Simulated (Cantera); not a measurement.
Feed: 1 mol PbO, 1500 mol H2, held at 30.0 Pa.

Equilibrium computed with Cantera from the NASA thermochemical tables; the gas is ideal and each condensed phase is pure. Candidate condensed phases: H2O, Pb, PbO, PbO2, Pb3O4; 12 gas species. Rates play no part.

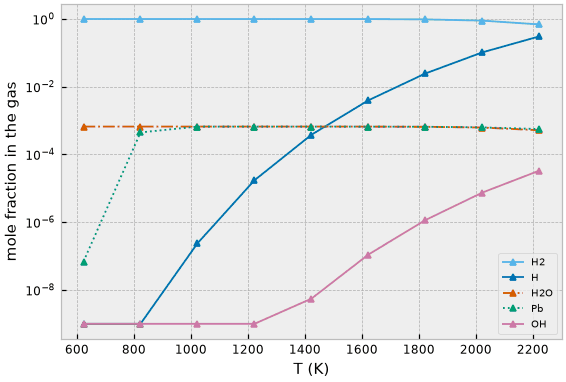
Figure. Equilibrium gas composition (values under 1e-9 drawn at 1e-9)

From 623 K to 823 K the condensed part is Pb(l). From 1023 K to 2223 K nothing is condensed. The main Pb-bearing gas is Pb throughout.
